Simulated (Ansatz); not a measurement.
# Al7P8 wurtzite off disc (Al₇P₈H₂₂+): one molecule under many settings

Aim: run Al7P8 wurtzite off disc (Al₇P₈H₂₂+) under a spread of inputs, and see what each costs and gives.

Method: the settings change from run to run; program: Ansatz 0.2.0, Gaussian basis.

### Step 1. The molecule

The structure was relaxed beforehand with PBE-D4/def2-SVP.

37 atoms, charge 1, spin multiplicity 1.

Atoms are counted from 1 here; the program's logs count them from 0.

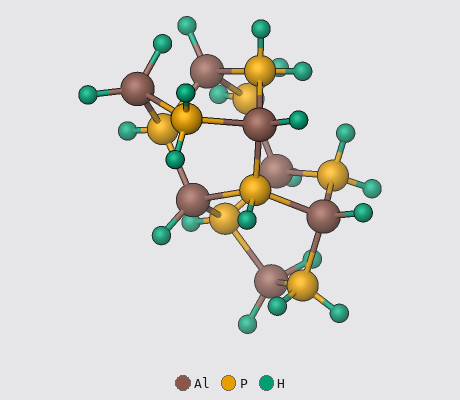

The structure; aluminium brown, phosphorus amber, hydrogen teal.

### Step 2. PBE0/aug-cc-pVDZ

Options: atoms shaken by 0.08 Å, density fitting with def2-universal-jkfit.

in.yaml

```yaml
crystal:
  periodic: [false, false, false]
  atoms:
    - {symbol: Al, position_ang: [1.159162, -4.193042, -1.091577]}
    - {symbol: P, position_ang: [0.321168, -4.118832, 1.321676]}
    - {symbol: P, position_ang: [0.454128, -2.034322, -1.858919]}
    - {symbol: Al, position_ang: [-1.490443, -0.925034, -0.990929]}
    - {symbol: Al, position_ang: [0.654739, -2.047671, 2.312304]}
    - {symbol: P, position_ang: [-0.983469, -0.487082, 1.257892]}
    - {symbol: P, position_ang: [-1.366011, 1.260583, -1.796674]}
    - {symbol: Al, position_ang: [-3.254159, 3.197040, -0.914149]}
    - {symbol: Al, position_ang: [-1.431964, 1.608355, 2.294919]}
    - {symbol: P, position_ang: [-3.423560, 2.332920, 1.232918]}
    - {symbol: Al, position_ang: [2.570603, -0.965694, -1.300395]}
    - {symbol: P, position_ang: [2.698892, -1.153327, 0.992321]}
    - {symbol: P, position_ang: [2.555707, 1.231152, -1.935133]}
    - {symbol: Al, position_ang: [0.383216, 2.773916, -1.387060]}
    - {symbol: P, position_ang: [0.294660, 2.810694, 1.052022]}
    - {symbol: H, position_ang: [0.668855, -5.289524, -1.878758]}
    - {symbol: H, position_ang: [2.818418, -3.905610, -0.597872]}
    - {symbol: H, position_ang: [-1.114555, -4.406328, 1.370621]}
    - {symbol: H, position_ang: [0.849680, -5.079919, 2.090258]}
    - {symbol: H, position_ang: [0.375469, -1.984636, -3.325297]}
    - {symbol: H, position_ang: [-2.895502, -1.729686, -1.239126]}
    - {symbol: H, position_ang: [0.875552, -1.827623, 3.842403]}
    - {symbol: H, position_ang: [-2.248588, -1.347173, 1.891455]}
    - {symbol: H, position_ang: [-1.745746, 1.383008, -3.162297]}
    - {symbol: H, position_ang: [-4.398311, 3.186737, -1.810167]}
    - {symbol: H, position_ang: [-2.032039, 4.375957, -0.549934]}
    - {symbol: H, position_ang: [-1.135656, 1.593923, 3.839068]}
    - {symbol: H, position_ang: [-4.325572, 1.146580, 1.213295]}
    - {symbol: H, position_ang: [-3.950026, 3.190605, 2.069327]}
    - {symbol: H, position_ang: [4.001474, -1.454303, -2.081611]}
    - {symbol: H, position_ang: [3.783444, -1.962874, 1.506958]}
    - {symbol: H, position_ang: [2.991795, 0.167150, 1.637334]}
    - {symbol: H, position_ang: [2.541751, 1.347001, -3.150239]}
    - {symbol: H, position_ang: [3.568866, 2.028612, -1.492431]}
    - {symbol: H, position_ang: [0.647170, 4.109187, -2.238655]}
    - {symbol: H, position_ang: [1.542969, 2.327969, 1.643075]}
    - {symbol: H, position_ang: [0.349452, 4.204249, 1.451198]}
basis:
  gaussian: {orbitals: aug-cc-pVDZ, fitting: {mean_field: def2-universal-jkfit}}
total_charge: 1
hamiltonian: {xc: {name: PBE0}}
scf: {omitted_lower_state_checks: [starts]}
```

Command:

```sh
> ansatz run in.yaml --threads 2 --pin off --events-out ev --progress --plain --max-ram 22528MiB --backend cuda --devices 0, --max-vram 18GiB
```

Standard output:

```text
Functional definition: PBE0
  name "PBE0"
  cite "Adamo & Barone, J. Chem. Phys. 110, 6158 (1999) doi:10.1063/1.478522"
  cite "Perdew, Burke & Ernzerhof, Phys. Rev. Lett. 77, 3865 (1996) doi:10.1103/PhysRevLett.77.3865"
  parent pbe
  parameter a = 0.25
  parameter kappa = 0.804
  parameter beta = 0.06672455060314922
  exchange = (1 - a)*pbe_x(kappa = kappa, mu = beta*pi^2/3) + a*exact_x
  correlation = pbe_c(beta = beta)
these checks for a lower state are left out or cut short: starts
2316 factors; integrals over basis functions are off by at most 3.6e-1 eV
mean field evaluation 1: about -120789.9739 eV, gradient 4.7e1 eV
mean field evaluation 2: about -120783.8673 eV, gradient 6.3e1 eV
mean field evaluation 4: about -120797.9801 eV, gradient 3.4e0 eV
mean field evaluation 8: about -120798.0215 eV, gradient 4.7e-2 eV
mean field evaluation 16: about -120798.0215 eV, gradient 2.0e-5 eV
mean field -120798.02146906 eV, -4439.2454091481 hartree, gradient 2.0e-5 eV, S^2 0.000000; 0 other end points of the search recorded, 0 dependent functions left out
reference -120798.02161845 eV, -4439.2454146380 hartree; 116, 116 occupied and 487, 487 virtual orbitals, 2316 factors
Total energy: -120798.02161845 eV, -4439.2454146380 hartree
Checks for a lower state left out: starts
```

Wall time 6.5 s (1 × H100 (card shared with other runs) with 2 threads of AMD EPYC 7R13, shared host).

### Step 3. wB97M-V/def2-SVPD

This run has density fitting with def2-universal-jkfit, the search for lower states set to light.

in.yaml

```yaml
crystal:
  periodic: [false, false, false]
  atoms:
    - {symbol: Al, position_ang: [1.178680, -4.188169, -1.023926]}
    - {symbol: P, position_ang: [0.287955, -4.050469, 1.248969]}
    - {symbol: P, position_ang: [0.467717, -1.996530, -1.829281]}
    - {symbol: Al, position_ang: [-1.495862, -0.864158, -1.053251]}
    - {symbol: Al, position_ang: [0.683038, -1.926827, 2.302182]}
    - {symbol: P, position_ang: [-1.076658, -0.621073, 1.327541]}
    - {symbol: P, position_ang: [-1.493277, 1.401703, -1.831706]}
    - {symbol: Al, position_ang: [-3.038559, 3.112605, -1.030304]}
    - {symbol: Al, position_ang: [-1.332277, 1.556117, 2.300000]}
    - {symbol: P, position_ang: [-3.367769, 2.272490, 1.242267]}
    - {symbol: Al, position_ang: [2.593716, -1.027853, -1.403430]}
    - {symbol: P, position_ang: [2.608119, -1.140872, 1.034601]}
    - {symbol: P, position_ang: [2.350093, 1.356141, -1.815293]}
    - {symbol: Al, position_ang: [0.407314, 2.759436, -1.403868]}
    - {symbol: P, position_ang: [0.312851, 2.829562, 1.034004]}
    - {symbol: H, position_ang: [0.641885, -5.433250, -1.852240]}
    - {symbol: H, position_ang: [2.722918, -3.873835, -0.645695]}
    - {symbol: H, position_ang: [-1.100633, -4.345686, 1.411273]}
    - {symbol: H, position_ang: [0.850919, -5.084378, 2.059176]}
    - {symbol: H, position_ang: [0.363961, -2.098807, -3.253553]}
    - {symbol: H, position_ang: [-2.855991, -1.648882, -1.317261]}
    - {symbol: H, position_ang: [0.876155, -1.836581, 3.876623]}
    - {symbol: H, position_ang: [-2.213175, -1.278459, 1.908975]}
    - {symbol: H, position_ang: [-1.631658, 1.361184, -3.256133]}
    - {symbol: H, position_ang: [-4.383875, 3.268232, -1.861174]}
    - {symbol: H, position_ang: [-1.996093, 4.293867, -0.650852]}
    - {symbol: H, position_ang: [-1.160530, 1.680135, 3.874626]}
    - {symbol: H, position_ang: [-4.316359, 1.215970, 1.402610]}
    - {symbol: H, position_ang: [-3.985021, 3.276012, 2.051160]}
    - {symbol: H, position_ang: [3.902000, -1.584944, -2.107540]}
    - {symbol: H, position_ang: [3.766848, -1.862805, 1.453855]}
    - {symbol: H, position_ang: [2.949434, 0.139911, 1.576517]}
    - {symbol: H, position_ang: [2.496512, 1.440953, -3.237176]}
    - {symbol: H, position_ang: [3.550156, 2.048639, -1.453870]}
    - {symbol: H, position_ang: [0.579307, 4.171013, -2.107873]}
    - {symbol: H, position_ang: [1.591702, 2.485100, 1.578398]}
    - {symbol: H, position_ang: [0.266490, 4.194527, 1.451658]}
basis:
  gaussian: {orbitals: def2-SVPD, fitting: {mean_field: def2-universal-jkfit}}
total_charge: 1
hamiltonian: {xc: {name: wB97M-V}}
scf: {lower_state_search: light}
output: {forces: true}
```

Launched as before.

Standard output, shortened:

```text
Functional definition: wB97M-V
  name "wB97M-V"
  cite "Mardirossian & Head-Gordon, J. Chem. Phys. 144, 214110 (2016) doi:10.1063/1.4952647"
  cite "Becke, J. Chem. Phys. 107, 8554 (1997) doi:10.1063/1.475007"
  cite "Vydrov & Van Voorhis, J. Chem. Phys. 133, 244103 (2010) doi:10.1063/1.3521275"
  # Of w^i u^j: cxij and so on, Table III.
[...]
  gx(w, u) = 1 - cx + cx01*u + cx10*w
  gss(w, u) = css00 + css04*u^4 + css10*w + css20*w^2 + css43*w^4*u^3
  gos(w, u) = cos00 + cos10*w + (cos20 + cos21*u)*w^2 + (cos60 + cos61*u)*w^6
[...]
      + integral(e_c_pw_mod_opposite_spin*gos(b97_w_opposite, b97_u_opposite)) + vv10(b, c)
2316 factors; integrals over basis functions are off by at most 3.5e-1 eV
2316 factors; integrals over basis functions are off by at most 3.9e-6 eV
[...]
Atom 27 at    -4.316359     1.215970     1.402610 Å, force     0.222917     0.225937    -0.048367 eV/Å
Atom 28 at    -3.985021     3.276012     2.051160 Å, force     0.149631    -0.223140    -0.186530 eV/Å
Atom 29 at     3.902000    -1.584944    -2.107540 Å, force    -0.233547     0.101906     0.126880 eV/Å
Atom 30 at     3.766848    -1.862805     1.453855 Å, force    -0.262705     0.153331    -0.102218 eV/Å
Atom 31 at     2.949434     0.139911     1.576517 Å, force    -0.078880    -0.270666    -0.129973 eV/Å
Atom 32 at     2.496512     1.440953    -3.237176 Å, force    -0.039818    -0.023072     0.299791 eV/Å
Atom 33 at     3.550156     2.048639    -1.453870 Å, force    -0.287691    -0.166065    -0.062870 eV/Å
Atom 34 at     0.579307     4.171013    -2.107873 Å, force    -0.028592    -0.253240     0.126956 eV/Å
Atom 35 at     1.591702     2.485100     1.578398 Å, force    -0.272970     0.067001    -0.130549 eV/Å
Atom 36 at     0.266490     4.194527     1.451658 Å, force     0.001727    -0.305074    -0.101560 eV/Å
Dipole moment:     0.329370     0.190235     0.528530 e Å
```

Run time: 16 s. Hardware: 1 × H100 (card shared with other runs) with 2 threads of AMD EPYC 7R13, shared host; peak host memory 1.7 GiB.

Largest force 0.459 eV/Å.

### Step 4. BLYP/6-31G

This run has multiplicity 3, restricted open-shell orbitals, atoms shaken by 0.03 Å, D3(BJ) with three-body dispersion.

in.yaml

```yaml
crystal:
  periodic: [false, false, false]
  atoms:
    - {symbol: Al, position_ang: [1.200180, -4.184276, -0.989547]}
    - {symbol: P, position_ang: [0.308213, -4.005995, 1.200526]}
    - {symbol: P, position_ang: [0.466849, -1.980570, -1.811133]}
    - {symbol: Al, position_ang: [-1.486289, -0.841318, -1.010108]}
    - {symbol: Al, position_ang: [0.637618, -1.914079, 2.315441]}
    - {symbol: P, position_ang: [-1.083392, -0.609264, 1.337428]}
    - {symbol: P, position_ang: [-1.500747, 1.379747, -1.846454]}
    - {symbol: Al, position_ang: [-3.074275, 3.137289, -0.999946]}
    - {symbol: Al, position_ang: [-1.291209, 1.563484, 2.371757]}
    - {symbol: P, position_ang: [-3.273555, 2.257554, 1.209281]}
    - {symbol: Al, position_ang: [2.597566, -1.018121, -1.371178]}
    - {symbol: P, position_ang: [2.577702, -1.163947, 0.949370]}
    - {symbol: P, position_ang: [2.396789, 1.351580, -1.764101]}
    - {symbol: Al, position_ang: [0.446697, 2.802721, -1.417161]}
    - {symbol: P, position_ang: [0.296070, 2.821289, 1.022152]}
    - {symbol: H, position_ang: [0.641218, -5.484756, -1.808238]}
    - {symbol: H, position_ang: [2.702280, -3.882459, -0.650331]}
    - {symbol: H, position_ang: [-1.148574, -4.332392, 1.435605]}
    - {symbol: H, position_ang: [0.863473, -5.110047, 2.049577]}
    - {symbol: H, position_ang: [0.333832, -2.139773, -3.263693]}
    - {symbol: H, position_ang: [-2.893605, -1.648648, -1.330217]}
    - {symbol: H, position_ang: [0.943060, -1.869009, 3.804279]}
    - {symbol: H, position_ang: [-2.226276, -1.287355, 1.966156]}
    - {symbol: H, position_ang: [-1.670469, 1.352979, -3.256876]}
    - {symbol: H, position_ang: [-4.402560, 3.238245, -1.825661]}
    - {symbol: H, position_ang: [-1.973600, 4.313648, -0.690257]}
    - {symbol: H, position_ang: [-1.145697, 1.673350, 3.881367]}
    - {symbol: H, position_ang: [-4.314799, 1.200646, 1.401066]}
    - {symbol: H, position_ang: [-3.972788, 3.241840, 2.097319]}
    - {symbol: H, position_ang: [3.880648, -1.606817, -2.095207]}
    - {symbol: H, position_ang: [3.742683, -1.824869, 1.426368]}
    - {symbol: H, position_ang: [2.998187, 0.112589, 1.597360]}
    - {symbol: H, position_ang: [2.553100, 1.438788, -3.251701]}
    - {symbol: H, position_ang: [3.521718, 2.059773, -1.451193]}
    - {symbol: H, position_ang: [0.616706, 4.167081, -2.082830]}
    - {symbol: H, position_ang: [1.594811, 2.480201, 1.574046]}
    - {symbol: H, position_ang: [0.274186, 4.208660, 1.488039]}
basis:
  gaussian: {orbitals: 6-31G}
total_charge: 1
magnetization: {spin_polarized: false, initial_magnetization: 2}
hamiltonian: {xc: {name: BLYP}, dispersion: d3bjatm}
output: {forces: true}
```

Launched as before.

Standard output, shortened:

```text
Functional definition: BLYP
  name "BLYP"
  cite "Becke, Phys. Rev. A 38, 3098 (1988) doi:10.1103/PhysRevA.38.3098"
  cite "Lee, Yang & Parr, Phys. Rev. B 37, 785 (1988) doi:10.1103/PhysRevB.37.785"
[...]
3605 factors; their error is unknown
[...]
mean field -120826.43088425 eV, -4440.2894358998 hartree, gradient 2.5e-6 eV, S^2 2.000000; 12 other end points of the search recorded, 0 dependent functions left out
[...]
reference -120826.43171524 eV, -4440.2894664382 hartree; 117, 115 occupied and 122, 124 virtual orbitals, 3605 factors
Total energy: -120831.37308994 eV, -4440.4710586089 hartree
Atom 0 at     1.200180    -4.184276    -0.989547 Å, force    -0.266511    -0.969946    -0.620841 eV/Å
Atom 1 at     0.308213    -4.005995     1.200526 Å, force    -1.133172    -1.402205     1.455185 eV/Å
[...]
Atom 27 at    -4.314799     1.200646     1.401066 Å, force     0.335504     0.382555    -0.285477 eV/Å
Atom 28 at    -3.972788     3.241840     2.097319 Å, force     0.515146    -0.439472    -0.471593 eV/Å
Atom 29 at     3.880648    -1.606817    -2.095207 Å, force     0.045243    -0.009233    -0.147984 eV/Å
Atom 30 at     3.742683    -1.824869     1.426368 Å, force     0.322626    -0.419564    -0.013891 eV/Å
Atom 31 at     2.998187     0.112589     1.597360 Å, force    -0.180240     0.044306    -0.347847 eV/Å
Atom 32 at     2.553100     1.438788    -3.251701 Å, force    -0.107086    -0.070064     0.826491 eV/Å
Atom 33 at     3.521718     2.059773    -1.451193 Å, force     1.592349     0.916599     0.483059 eV/Å
Atom 34 at     0.616706     4.167081    -2.082830 Å, force     0.083132     0.771667    -0.489856 eV/Å
Atom 35 at     1.594811     2.480201     1.574046 Å, force     0.322939    -0.026624    -0.040382 eV/Å
Atom 36 at     0.274186     4.208660     1.488039 Å, force     0.027016    -0.348827    -0.181978 eV/Å
Dipole moment:     0.188466     0.183673     0.146086 e Å
```

It took 60 s on 1 × H100 (card shared with other runs) with 2 threads of AMD EPYC 7R13, shared host.

Largest force 2.317 eV/Å.

### Step 5. SVWN5/cc-pVDZ

Set apart from the defaults: multiplicity 3, restricted open-shell orbitals, finite nuclei.

in.yaml

```yaml
crystal:
  periodic: [false, false, false]
  atoms:
    - {symbol: Al, position_ang: [1.178680, -4.188169, -1.023926]}
    - {symbol: P, position_ang: [0.287955, -4.050469, 1.248969]}
    - {symbol: P, position_ang: [0.467717, -1.996530, -1.829281]}
    - {symbol: Al, position_ang: [-1.495862, -0.864158, -1.053251]}
    - {symbol: Al, position_ang: [0.683038, -1.926827, 2.302182]}
    - {symbol: P, position_ang: [-1.076658, -0.621073, 1.327541]}
    - {symbol: P, position_ang: [-1.493277, 1.401703, -1.831706]}
    - {symbol: Al, position_ang: [-3.038559, 3.112605, -1.030304]}
    - {symbol: Al, position_ang: [-1.332277, 1.556117, 2.300000]}
    - {symbol: P, position_ang: [-3.367769, 2.272490, 1.242267]}
    - {symbol: Al, position_ang: [2.593716, -1.027853, -1.403430]}
    - {symbol: P, position_ang: [2.608119, -1.140872, 1.034601]}
    - {symbol: P, position_ang: [2.350093, 1.356141, -1.815293]}
    - {symbol: Al, position_ang: [0.407314, 2.759436, -1.403868]}
    - {symbol: P, position_ang: [0.312851, 2.829562, 1.034004]}
    - {symbol: H, position_ang: [0.641885, -5.433250, -1.852240]}
    - {symbol: H, position_ang: [2.722918, -3.873835, -0.645695]}
    - {symbol: H, position_ang: [-1.100633, -4.345686, 1.411273]}
    - {symbol: H, position_ang: [0.850919, -5.084378, 2.059176]}
    - {symbol: H, position_ang: [0.363961, -2.098807, -3.253553]}
    - {symbol: H, position_ang: [-2.855991, -1.648882, -1.317261]}
    - {symbol: H, position_ang: [0.876155, -1.836581, 3.876623]}
    - {symbol: H, position_ang: [-2.213175, -1.278459, 1.908975]}
    - {symbol: H, position_ang: [-1.631658, 1.361184, -3.256133]}
    - {symbol: H, position_ang: [-4.383875, 3.268232, -1.861174]}
    - {symbol: H, position_ang: [-1.996093, 4.293867, -0.650852]}
    - {symbol: H, position_ang: [-1.160530, 1.680135, 3.874626]}
    - {symbol: H, position_ang: [-4.316359, 1.215970, 1.402610]}
    - {symbol: H, position_ang: [-3.985021, 3.276012, 2.051160]}
    - {symbol: H, position_ang: [3.902000, -1.584944, -2.107540]}
    - {symbol: H, position_ang: [3.766848, -1.862805, 1.453855]}
    - {symbol: H, position_ang: [2.949434, 0.139911, 1.576517]}
    - {symbol: H, position_ang: [2.496512, 1.440953, -3.237176]}
    - {symbol: H, position_ang: [3.550156, 2.048639, -1.453870]}
    - {symbol: H, position_ang: [0.579307, 4.171013, -2.107873]}
    - {symbol: H, position_ang: [1.591702, 2.485100, 1.578398]}
    - {symbol: H, position_ang: [0.266490, 4.194527, 1.451658]}
basis:
  gaussian: {orbitals: cc-pVDZ, nuclear_model: gaussian}
total_charge: 1
magnetization: {spin_polarized: false, initial_magnetization: 2}
hamiltonian: {xc: {name: SVWN5}}
scf: {omitted_lower_state_checks: [starts]}
output: {forces: true}
```

Same command.

Standard output, shortened:

```text
Functional definition: SVWN5
  name "SVWN5"
  cite "Dirac, Proc. Camb. Phil. Soc. 26, 376 (1930) doi:10.1017/S0305004100016108"
  cite "Slater, Phys. Rev. 81, 385 (1951) doi:10.1103/PhysRev.81.385"
  cite "Vosko, Wilk & Nusair, Can. J. Phys. 58, 1200 (1980) doi:10.1139/p80-159"
[...]
5143 factors; their error is unknown
[...]
mean field -120367.87404201 eV, -4423.4377827684 hartree, gradient 2.1e-6 eV, S^2 2.000000; 0 other end points of the search recorded, 0 dependent functions left out
[...]
reference -120367.87413631 eV, -4423.4377862341 hartree; 117, 115 occupied and 263, 265 virtual orbitals, 5143 factors
Total energy: -120367.87413631 eV, -4423.4377862341 hartree
Atom 0 at     1.178680    -4.188169    -1.023926 Å, force     0.227497     0.164747     0.523325 eV/Å
Atom 1 at     0.287955    -4.050469     1.248969 Å, force    -0.005137     0.193753    -0.311517 eV/Å
[...]
Atom 28 at    -3.985021     3.276012     2.051160 Å, force    -0.055257     0.143692     0.149346 eV/Å
Atom 29 at     3.902000    -1.584944    -2.107540 Å, force     0.235230     0.007753    -0.141522 eV/Å
Atom 30 at     3.766848    -1.862805     1.453855 Å, force     0.593184    -0.197813     0.217760 eV/Å
Atom 31 at     2.949434     0.139911     1.576517 Å, force     0.102260     0.095807     0.064423 eV/Å
Atom 32 at     2.496512     1.440953    -3.237176 Å, force     0.233354     0.134781    -0.397682 eV/Å
Atom 33 at     3.550156     2.048639    -1.453870 Å, force     0.118145     0.068970     0.034699 eV/Å
Atom 34 at     0.579307     4.171013    -2.107873 Å, force     0.124428     0.199587    -0.141055 eV/Å
Atom 35 at     1.591702     2.485100     1.578398 Å, force     0.134747     0.040670     0.064260 eV/Å
Atom 36 at     0.266490     4.194527     1.451658 Å, force     0.124995     0.611449     0.217968 eV/Å
Dipole moment:     0.059109     0.034444     0.168760 e Å
Checks for a lower state left out: starts
```

It took 16 s on 1 × H100 (card shared with other runs) with 2 threads of AMD EPYC 7R13, shared host; peak host memory 1.2 GiB.

Largest force 0.825 eV/Å.

### Step 6. All runs side by side

| level | charge | multiplicity | geometry | functions | energy (eV) | time |
| --- | --- | --- | --- | --- | --- | --- |
| PBE0/aug-cc-pVDZ | 1 | 1 | shaken | 603 | -120798.022 | 6.5 s |
| wB97M-V/def2-SVPD | 1 | 1 | relaxed | 536 | -120805.663 | 16 s |
| BLYP/6-31G | 1 | 3 | shaken | 239 | -120831.373 | 60 s |
| SVWN5/cc-pVDZ | 1 | 3 | relaxed | 380 | -120367.874 | 16 s |

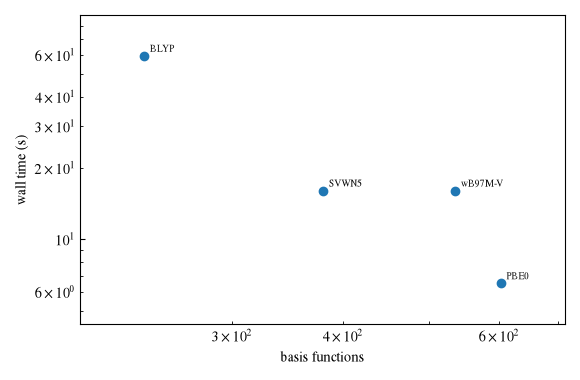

Wall time against the number of basis functions (shared host).

### Step 7. Summary of results

| quantity | value |
| --- | --- |
| runs | 4 |
| quickest | PBE0/aug-cc-pVDZ, 6.5 s |
| slowest | BLYP/6-31G, 60 s |

The runs differ in state or geometry as well as level, so their energies can't be set against each other. BLYP/6-31G took 9 times as long as PBE0/aug-cc-pVDZ. The jobs differ in tasks and options as well as level. At the PBE-D4/def2-SVP geometry and in the same state, runs without warnings or point charges leave forces up to 0.46 eV/Å (wB97M-V/def2-SVPD).
